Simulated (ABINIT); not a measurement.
# Diamond (Fd-3m, 2 atoms a cell): G0W0 with ABINIT, start to end

How does a plane-wave GW calculation on Diamond (Fd-3m, 2 atoms a cell) run from the first input to the gap?

Method: PBE and many-body steps on it, plane waves, in ABINIT 10.8.3.

**The experiments to reproduce.**

- Gap 5.5 eV: band gap, experimental literature value; bulk crystal (quoted in “Fermi level pinning by defects can explain the large reported carbon 1s binding energy variations in diamond”, 2019, arxiv:1902.02958).

- Gap 5.47 eV: experimental band gap used as input; bulk crystal (quoted in “Enhanced Electron Emission Performance and Air‐Surface Stability in ScO‐Terminated Diamond for Thermionic Energy Converters”, 2024, pmc:11600692).

### Step 1. The starting structure

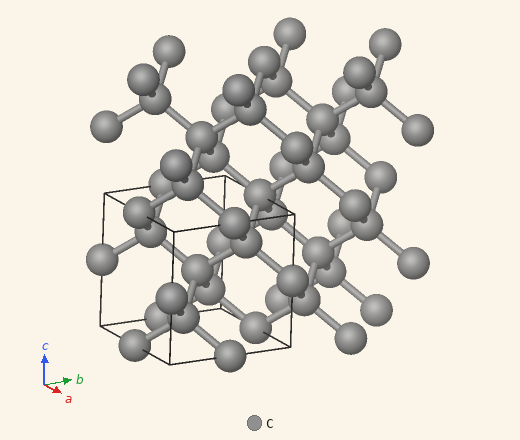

Start, viewed slightly off an axis; carbon grey. 1×2×2 cells are drawn. This picture shows the conventional cell, with its axes. Some periodic images of atoms are drawn too.

The cell and positions come from the Crystallography Open Database and are kept as given unless a step says otherwise.

### Step 2. Ground state

This step: ABINIT 10.8.3; DFT, PBE, plane waves, norm-conserving pseudopotentials.

The ground-state density comes first.

The input, run.abi:

```
acell 3*1.0 Angstrom
rprim 
  -0.000000000000 1.783370000000 1.783370000000
  1.783370000000 -0.000000000000 1.783370000000
  1.783370000000 1.783370000000 0.000000000000
ntypat 1
znucl 6
natom 2
typat 1 1
xred 
  0.000000000000 0.000000000000 -0.000000000000
  0.250000000000 0.250000000000 0.250000000000
pp_dirpath "pseudos"
pseudos "C.upf"
ecut 37
ngkpt 10 10 10
nshiftk 1
shiftk 0 0 0
kptopt 1
chksymbreak 0
nband 9
occopt 1
tolvrs 1e-10
nstep 60
prtwf 0
optforces 0
optstress 0
indata_prefix "in"
outdata_prefix "out"
tmpdata_prefix "tmp"
```

On the command line:

```
$ OMP_NUM_THREADS=1 mpirun -n 4 abinit run.abi > log
```

Numbers of over 12 decimals in the logs are rounded to 6 here.

The program printed:

```text
.Version 10.8.3 of ABINIT. v10.8.2 released Aug 2026.

 Symmetries : space group Fd -3 m (#227); Bravais cF (face-center cubic)
================================================================================
 Values of the parameters that define the memory need of the present run
     intxc =       0    ionmov =       0      iscf =       7    lmnmax =       4
     lnmax =       4     mgfft =      30  mpssoang =       2    mqgrid =    3001
     natom =       2  nloc_mem =       1    nspden =       1   nspinor =       1
    nsppol =       1      nsym =      48    n1xccc =    2501    ntypat =       1
    occopt =       1   xclevel =       2
-    mband =           9        mffmem =           1         mkmem =          12
       mpw =         845          nfft =       27000          nkpt =          47
================================================================================
  Rough estimation (10% accuracy) of disk space for files :
================================================================================

--------------------------------------------------------------------------------
------------- Echo of variables that govern the present computation ------------
--------------------------------------------------------------------------------
 -outvars: echo values of preprocessed input variables --------
            acell      1.8897261259E+00  1.8897261259E+00  1.8897261259E+00 Bohr

      chksymbreak           0
             ecut      3.70000000E+01 Hartree
-          fftalg         312

              ixc     -101130
              kpt      0.00000000E+00  0.00000000E+00  0.00000000E+00
                       1.00000000E-01  0.00000000E+00  0.00000000E+00
                       2.00000000E-01  0.00000000E+00  0.00000000E+00
                       3.00000000E-01  0.00000000E+00  0.00000000E+00
                       4.00000000E-01  0.00000000E+00  0.00000000E+00
                       5.00000000E-01  0.00000000E+00  0.00000000E+00
                       1.00000000E-01  1.00000000E-01  0.00000000E+00
                       2.00000000E-01  1.00000000E-01  0.00000000E+00
                       3.00000000E-01  1.00000000E-01  0.00000000E+00
   [... 36 further rows ...]
                      -3.00000000E-01  4.00000000E-01  2.00000000E-01
                      -3.00000000E-01  5.00000000E-01  2.00000000E-01
         kptrlatt       10    0    0      0   10    0      0    0   10
          kptrlen      4.76601409E+01
P           mkmem          12
            natom           2
            nband           9
            ngfft          30      30      30
             nkpt          47
            nstep          60
             nsym          48
           ntypat           1
              occ      2.000000  2.000000  2.000000  2.000000  0.000000  0.000000
[...]
optforces           0
        optstress           0
            prtwf           0
            rprim     -0.0000000000E+00  1.7833700000E+00  1.7833700000E+00
[...]
spgroup         227

           tolvrs      1.00000000E-10

             xred      0.0000000000E+00  0.0000000000E+00  0.0000000000E+00
[...]
znucl        6.00000

================================================================================

 chkinp: Checking input parameters for consistency.

================================================================================
== DATASET  1 ==================================================================
-   mpi_nproc: 4, omp_nthreads: 1 (-1 if OMP is not activated)

--- !DatasetInfo
iteration_state: {dtset: 1, }
dimensions: {natom: 2, nkpt: 47, mband: 9, nsppol: 1, nspinor: 1, nspden: 1, mpw: 845, }
cutoff_energies: {ecut:  37.0, pawecutdg:  -1.0, }
electrons: {nelect:   8.00000000E+00, charge:   0.00000000E+00, occopt:   1.00000000E+00, tsmear:   1.00000000E-02, }

 Real(R)+Recip(G) space primitive vectors, cartesian coordinates (Bohr,Bohr^-1):
 R(1)=  0.0000000  3.3700809  3.3700809  G(1)= -0.1483644  0.1483644  0.1483644
 R(2)=  3.3700809  0.0000000  3.3700809  G(2)=  0.1483644 -0.1483644  0.1483644
 R(3)=  3.3700809  3.3700809  0.0000000  G(3)=  0.1483644  0.1483644 -0.1483644
 Unit cell volume ucvol=  7.6551017E+01 bohr^3
 Angles (23,13,12)=  6.00000000E+01  6.00000000E+01  6.00000000E+01 degrees

 getcut: wavevector=  0.0000  0.0000  0.0000  ngfft=  30  30  30
         ecut(hartree)=     37.000   => boxcut(ratio)=   2.30135

 getcut : COMMENT -
  Note that boxcut > 2.2 ; recall that boxcut=Gcut(box)/Gcut(sphere) = 2
  is sufficient for exact treatment of convolution.
  Such a large boxcut is a waste : you could raise ecut
  e.g. ecut=   48.989798 Hartrees makes boxcut=2

--- Pseudopotential description ------------------------------------------------
- C Generated using ONCVPSP code by D. R. Hamann
-  6.00000   4.00000  171031                  znucl, zion, pspdat
12 -101130 1 -1 1248                          pspcod,pspxc,lmax,lloc,mmax
     nproj     2     2
  pspatm : epsatm=    4.31346680
         --- l  ekb(1:nproj) -->
[...]
1   -4.199961   -0.877517
 pspatm: atomic psp has been read  and splines computed

   6.90154688E+01                                ecore*ucvol(ha*bohr**3)
--------------------------------------------------------------------------------

_setup2: Arith. and geom. avg. npw (full set) are     822.485     822.457

================================================================================

--- !BeginCycle
iteration_state: {dtset: 1, }
solver: {iscf: 7, nstep: 60, nline: 4, wfoptalg: 0, }
tolerances: {tolvrs: 1.00E-10, }

     iter   Etot(hartree)      deltaE(h)  residm     vres2
 ETOT  1  -12.022012644239    -1.202E+01 1.536E-01 4.594E+01
 ETOT  2  -12.037397158723    -1.538E-02 8.428E-03 1.506E-01
 ETOT  3  -12.037407731185    -1.057E-05 4.063E-03 4.423E-03
 ETOT  4  -12.037408007989    -2.768E-07 3.688E-03 5.608E-05
 ETOT  5  -12.037408010338    -2.349E-09 8.736E-04 9.324E-08
 ETOT  6  -12.037408010340    -2.011E-12 3.766E-04 3.376E-10
 ETOT  7  -12.037408010340     9.415E-14 1.630E-04 1.540E-12

 At SCF step    7       vres2   =  1.54E-12 < tolvrs=  1.00E-10 =>converged.

--- !ResultsGS
iteration_state: {dtset: 1, }
comment   : Summary of ground state results
lattice_vectors:
- [ -0.0000000,   3.3700809,   3.3700809, ]
- [  3.3700809,  -0.0000000,   3.3700809, ]
- [  3.3700809,   3.3700809,   0.0000000, ]
lattice_lengths: [   4.76601,    4.76601,    4.76601, ]
lattice_angles: [ 60.000,  60.000,  60.000, ] # degrees, (23, 13, 12)
lattice_volume:   7.6551017E+01
convergence: {deltae:  9.415E-14, res2:  1.540E-12, residm:  1.630E-04, diffor:  0.000E+00, }
etotal    :  -1.20374080E+01
entropy   :   0.00000000E+00
fermie    :   3.78251972E-01
cartesian_stress_tensor: null
pressure_GPa: null
xred      :
- [  0.0000E+00,   0.0000E+00,   0.0000E+00,  C]
- [  2.5000E-01,   2.5000E-01,   2.5000E-01,  C]
cartesian_forces: null
force_length_stats: {min: null, max: null, mean: null, }

 Integrated electronic density in atomic spheres:
 ------------------------------------------------
 Atom  Sphere_radius  Integrated_density
    1        2.00000          4.70847033
    2        2.00000          4.67055731
================================================================================

 ----iterations are completed or convergence reached----

 Mean square residual over all n,k,spin=   13.101E-07; max=  16.296E-05
 reduced coordinates (array xred) for    2 atoms
       0.000000000000      0.000000000000      0.000000000000
       0.250000000000      0.250000000000      0.250000000000
 rms dE/dt=  0.0000E+00; max dE/dt=  0.0000E+00; dE/dt below (all hartree)
    1       0.000000000000      0.000000000000      0.000000000000
    2       0.000000000000      0.000000000000      0.000000000000

 cartesian coordinates (angstrom) at end:
    1      0.000000     0.000000     0.000000
    2      0.891685     0.891685     0.891685
 length scales=  1.889726125908  1.889726125908  1.889726125908 bohr
              =  1.000000000000  1.000000000000  1.000000000000 angstroms
 prteigrs : about to open file out_EIG
 Fermi (or HOMO) energy (hartree) =   0.37825   Average Vxc (hartree)=  -0.49368
 Eigenvalues (hartree) for nkpt=  47  k points:
 kpt#   1, nband=  9, wtk=  0.00100, kpt=  0.0000  0.0000  0.0000 (reduced coord)
  -0.41145    0.37825    0.37825    0.37825    0.58499    0.58499    0.58499    0.86809
   1.08739
 prteigrs : prtvol=0 or 1, do not print more k-points.

--- !EnergyTerms
iteration_state     : {dtset: 1, }
comment             : Components of total free energy in Hartree
kinetic             :  8.47301406351088E+00
hartree             :  9.65946945363361E-01
xc                  : -4.34005573698495E+00
Ewald energy        : -1.27873442426994E+01
psp_core            :  9.01561743076947E-01
local_psp           : -4.68416309048939E+00
non_local_psp       : -5.66367692117671E-01
total_energy        : -1.20374080103402E+01
total_energy_eV     : -3.27554558769834E+02
band_energy         :  3.84676948223958E-01

== END DATASET(S) ==============================================================
================================================================================

 -outvars: echo values of variables after computation  --------
           etotal     -1.2037408010E+01
            nband           9
             nkpt          47
          spgroup         227
 [... the other variables as echoed above ...]

 Calculation completed.
```

Run time: 3.9 s. Hardware: 4 MPI ranks of Arm Neoverse V1, shared host; peak memory 0.24 GiB; 15 s of CPU time.

This step gave:

* total energy: -327.5546 eV
* gap: 4.229 eV
* k of the valence top: 0, 0, 0
* k of the conduction bottom: 0.4, 0.4, 0
* least direct gap: 5.626 eV

The gap is indirect, with the least direct gap 1.40 eV higher.

### Step 3. Bands along the symmetry lines

Levels along a band path, at the cheap level, show where the edges lie and whether the meshes to come will hold them.

The input, run.abi:

```
acell 3*1.0 Angstrom
rprim 
  -0.000000000000 1.783370000000 1.783370000000
  1.783370000000 -0.000000000000 1.783370000000
  1.783370000000 1.783370000000 0.000000000000
ntypat 1
znucl 6
natom 2
typat 1 1
xred 
  0.000000000000 0.000000000000 -0.000000000000
  0.250000000000 0.250000000000 0.250000000000
pp_dirpath "pseudos"
pseudos "C.upf"
ecut 37
iscf -2
irdden 1
kptopt 0
nkpt 50
kpt 
  0.00000000 0.00000000 0.00000000
  0.06250000 0.00000000 0.06250000
  0.12500000 0.00000000 0.12500000
  0.18750000 0.00000000 0.18750000
  0.25000000 0.00000000 0.25000000
  0.31250000 0.00000000 0.31250000
  0.37500000 0.00000000 0.37500000
  0.43750000 0.00000000 0.43750000
  0.50000000 0.00000000 0.50000000
  0.51562500 0.03125000 0.51562500
  0.53125000 0.06250000 0.53125000
  0.54687500 0.09375000 0.54687500
  0.56250000 0.12500000 0.56250000
  0.57812500 0.15625000 0.57812500
  0.59375000 0.18750000 0.59375000
  0.60937500 0.21875000 0.60937500
  0.62500000 0.25000000 0.62500000
  0.37500000 0.37500000 0.75000000
  0.32812500 0.32812500 0.65625000
  0.28125000 0.28125000 0.56250000
  0.23437500 0.23437500 0.46875000
  0.18750000 0.18750000 0.37500000
  0.14062500 0.14062500 0.28125000
  0.09375000 0.09375000 0.18750000
  0.04687500 0.04687500 0.09375000
  0.00000000 0.00000000 0.00000000
  0.06250000 0.06250000 0.06250000
  0.12500000 0.12500000 0.12500000
  0.18750000 0.18750000 0.18750000
  0.25000000 0.25000000 0.25000000
  0.31250000 0.31250000 0.31250000
  0.37500000 0.37500000 0.37500000
  0.43750000 0.43750000 0.43750000
  0.50000000 0.50000000 0.50000000
  0.50000000 0.46875000 0.53125000
  0.50000000 0.43750000 0.56250000
  0.50000000 0.40625000 0.59375000
  0.50000000 0.37500000 0.62500000
  0.50000000 0.34375000 0.65625000
  0.50000000 0.31250000 0.68750000
  0.50000000 0.28125000 0.71875000
  0.50000000 0.25000000 0.75000000
  0.50000000 0.21875000 0.71875000
  0.50000000 0.18750000 0.68750000
  0.50000000 0.15625000 0.65625000
  0.50000000 0.12500000 0.62500000
  0.50000000 0.09375000 0.59375000
  0.50000000 0.06250000 0.56250000
  0.50000000 0.03125000 0.53125000
  0.50000000 0.00000000 0.50000000
istwfk *1
nband 14
nbdbuf 5
tolwfr 1e-07
nstep 50
prtwf 0
prtvol 0
indata_prefix "in"
outdata_prefix "out"
tmpdata_prefix "tmp"
```

The program printed:

```text
.Version 10.8.3 of ABINIT. v10.8.2 released Aug 2026.

 Symmetries : space group Fd -3 m (#227); Bravais cF (face-center cubic)
[... echo of the input left out ...]
== DATASET  1 ==================================================================
-   mpi_nproc: 4, omp_nthreads: 1 (-1 if OMP is not activated)

--- !DatasetInfo
iteration_state: {dtset: 1, }
dimensions: {natom: 2, nkpt: 50, mband: 14, nsppol: 1, nspinor: 1, nspden: 1, mpw: 869, }
cutoff_energies: {ecut:  37.0, pawecutdg:  -1.0, }
electrons: {nelect:   8.00000000E+00, charge:   0.00000000E+00, occopt:   1.00000000E+00, tsmear:   1.00000000E-02, }

 Real(R)+Recip(G) space primitive vectors, cartesian coordinates (Bohr,Bohr^-1):
 R(1)=  0.0000000  3.3700809  3.3700809  G(1)= -0.1483644  0.1483644  0.1483644
 R(2)=  3.3700809  0.0000000  3.3700809  G(2)=  0.1483644 -0.1483644  0.1483644
 R(3)=  3.3700809  3.3700809  0.0000000  G(3)=  0.1483644  0.1483644 -0.1483644
 Unit cell volume ucvol=  7.6551017E+01 bohr^3
 Angles (23,13,12)=  6.00000000E+01  6.00000000E+01  6.00000000E+01 degrees

 getcut: wavevector=  0.0000  0.0000  0.0000  ngfft=  30  30  30
         ecut(hartree)=     37.000   => boxcut(ratio)=   2.30135

 getcut : COMMENT -
  Note that boxcut > 2.2 ; recall that boxcut=Gcut(box)/Gcut(sphere) = 2
  is sufficient for exact treatment of convolution.
  Such a large boxcut is a waste : you could raise ecut
  e.g. ecut=   48.989798 Hartrees makes boxcut=2

--- Pseudopotential description ------------------------------------------------
- C Generated using ONCVPSP code by D. R. Hamann
-  6.00000   4.00000  171031                  znucl, zion, pspdat
12 -101130 1 -1 1248                          pspcod,pspxc,lmax,lloc,mmax
     nproj     2     2
  pspatm : epsatm=    4.31346680
         --- l  ekb(1:nproj) -->
             0    6.481548    0.385504
             1   -4.199961   -0.877517
 pspatm: atomic psp has been read  and splines computed

--------------------------------------------------------------------------------

================================================================================
 prteigrs : about to open file out_EIG
 Non-SCF case, kpt    1 (  0.00000  0.00000  0.00000), residuals and eigenvalues=
  7.89E-09  7.52E-09  9.01E-08  1.02E-08  9.78E-09  5.55E-08  4.69E-08  3.92E-08
  4.95E-08  1.94E-08  6.52E-08  4.10E-08  2.31E-08  5.20E-08
 -4.1145E-01  3.7825E-01  3.7825E-01  3.7825E-01  5.8499E-01  5.8499E-01
  5.8499E-01  8.6809E-01  1.0874E+00  1.3653E+00  1.3653E+00  1.3936E+00
  1.3936E+00  1.3936E+00
 Non-SCF case, kpt    2 (  0.06250  0.00000  0.06250), residuals and eigenvalues=
  8.14E-09  3.24E-08  6.85E-08  7.52E-09  2.94E-08  2.21E-08  7.04E-08  1.18E-08
[...]
1.4061E+00  1.4961E+00
 Non-SCF case, kpt    3 (  0.12500  0.00000  0.12500), residuals and eigenvalues=
  9.67E-08  2.68E-08  5.66E-08  2.26E-08  7.01E-08  1.05E-08  4.27E-08  5.73E-08
[...]
1.4431E+00  1.5646E+00
[...]
Non-SCF case, kpt   49 (  0.50000  0.03125  0.53125), residuals and eigenvalues=
[...]
1.8068E+00  1.8068E+00
 Non-SCF case, kpt   50 (  0.50000  0.00000  0.50000), residuals and eigenvalues=
[...]
1.7954E+00  1.7954E+00

--- !ResultsGS
iteration_state: {dtset: 1, }
comment   : Summary of ground state results
lattice_vectors:
- [ -0.0000000,   3.3700809,   3.3700809, ]
- [  3.3700809,  -0.0000000,   3.3700809, ]
- [  3.3700809,   3.3700809,   0.0000000, ]
lattice_lengths: [   4.76601,    4.76601,    4.76601, ]
lattice_angles: [ 60.000,  60.000,  60.000, ] # degrees, (23, 13, 12)
lattice_volume:   7.6551017E+01
convergence: {deltae:  0.000E+00, res2:  0.000E+00, residm:  9.886E-08, diffor:  0.000E+00, }
etotal    :  -1.20374080E+01
entropy   :   0.00000000E+00
fermie    :   3.78251972E-01
cartesian_stress_tensor: null
pressure_GPa: null
xred      :
- [  0.0000E+00,   0.0000E+00,   0.0000E+00,  C]
- [  2.5000E-01,   2.5000E-01,   2.5000E-01,  C]
cartesian_forces: null
force_length_stats: {min: null, max: null, mean: null, }

 Integrated electronic density in atomic spheres:
 ------------------------------------------------
 Atom  Sphere_radius  Integrated_density
    1        2.00000          4.70847033
    2        2.00000          4.67055731
================================================================================

 ----iterations are completed or convergence reached----

 Mean square residual over all n,k,spin=   37.467E-09; max=  98.857E-09
 reduced coordinates (array xred) for    2 atoms
       0.000000000000      0.000000000000      0.000000000000
       0.250000000000      0.250000000000      0.250000000000

 cartesian coordinates (angstrom) at end:
    1      0.000000     0.000000     0.000000
    2      0.891685     0.891685     0.891685
 length scales=  1.889726125908  1.889726125908  1.889726125908 bohr
              =  1.000000000000  1.000000000000  1.000000000000 angstroms
 prteigrs : about to open file out_EIG
 Eigenvalues (hartree) for nkpt=  50  k points:
 kpt#   1, nband= 14, wtk=  1.00000, kpt=  0.0000  0.0000  0.0000 (reduced coord)
[...]
kpt#   2, nband= 14, wtk=  1.00000, kpt=  0.0625  0.0000  0.0625 (reduced coord)
[...]
kpt#   3, nband= 14, wtk=  1.00000, kpt=  0.1250  0.0000  0.1250 (reduced coord)
[...]
kpt#  49, nband= 14, wtk=  1.00000, kpt=  0.5000  0.0313  0.5313 (reduced coord)
  -0.09041   -0.09041    0.14321    0.14321    0.56108    0.56108    0.99380    0.99380
   1.22880    1.22880    1.56797    1.56797    1.80678    1.80678
 kpt#  50, nband= 14, wtk=  1.00000, kpt=  0.5000  0.0000  0.5000 (reduced coord)
  -0.09126   -0.09126    0.14617    0.14617    0.55561    0.55561    0.99637    0.99637
   1.23206    1.23206    1.57409    1.57409    1.79537    1.79537

== END DATASET(S) ==============================================================
================================================================================

 -outvars: echo values of variables after computation  --------
            nband          14
             nkpt          50
          spgroup         227
 [... the other variables as echoed above ...]

 Calculation completed.
```

Run time: 3 s. Hardware: 4 MPI ranks; peak memory 0.21 GiB; 12 s of CPU time.

Numbers from this step:

| Item | Value |
| --- | --- |
| gap | 4.190 eV |
| k of the valence top | 0, 0, 0 |
| k of the conduction bottom | 0.375, 0, 0.375 |
| least direct gap | 5.626 eV |

The gap is 4.190 eV, −0.039 eV from the run before at this level.

The electronic bands at the labelled points (eV, zero at the top of the highest filled band; v1 is the highest filled band, c1 the lowest empty one):

```
    point      v4      v3     v2     v1     c1     c2     c3     c4
        Γ  -21.49    0.00   0.00   0.00   5.63   5.63   5.63  13.33
        X  -12.78  -12.78  -6.32  -6.32   4.83   4.83  16.82  16.82
        U  -12.99  -11.74  -9.33  -5.38   5.74  10.80  14.40  15.64
jump to K  -12.99  -11.74  -9.33  -5.38   5.74  10.80  14.40  15.64
        Γ  -21.49    0.00   0.00   0.00   5.63   5.63   5.63  13.33
        L  -15.71  -13.39  -2.81  -2.81   8.52   8.52   8.90  15.71
        W  -11.99  -11.99  -8.33  -8.33  10.68  10.68  12.35  12.35
        X  -12.78  -12.78  -6.32  -6.32   4.83   4.83  16.82  16.82
```

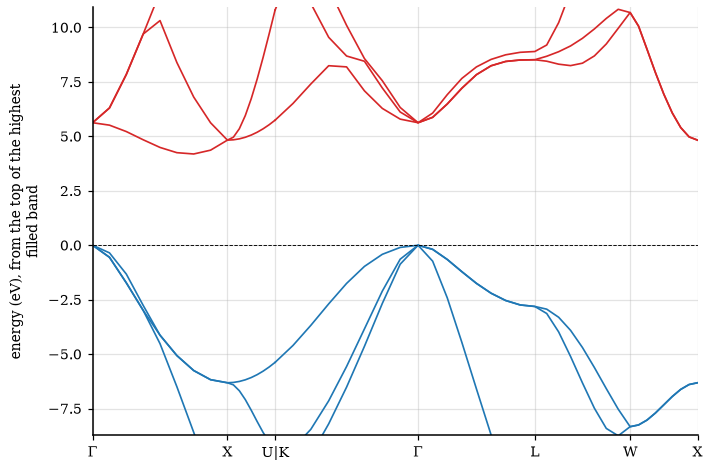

Electronic bands along the path; lines of filled and empty bands in two colours.

(Continued in part 2 of 3.)

[Paths, hosts, dates, memory and timing lines, banners, echoed tables and standing remarks are left out of the program output.]

[Logs are printed without paths, hosts, clocks, repeated set-up lines and the standing remarks that a program may print on its own settings, such as how far it seeks lower states.]

[Runs of the session that timed out or met a known fault of the program may be left out.]

[Hosts, paths, dates, database ids (printed as entryN), source tags and the programs' standing remarks are cut or masked in the printed files.]

[G0W0 gaps are taken among the corrected bands and points alone; a level outside them can change the order at an edge.]

[Where Ansatz stands beside ABINIT at settings called matched, ABINIT's density can come from a denser mesh and the files from another edition; pairs whose starting gaps differed by over 0.03 eV were left out, so agreement reads better than it is.]
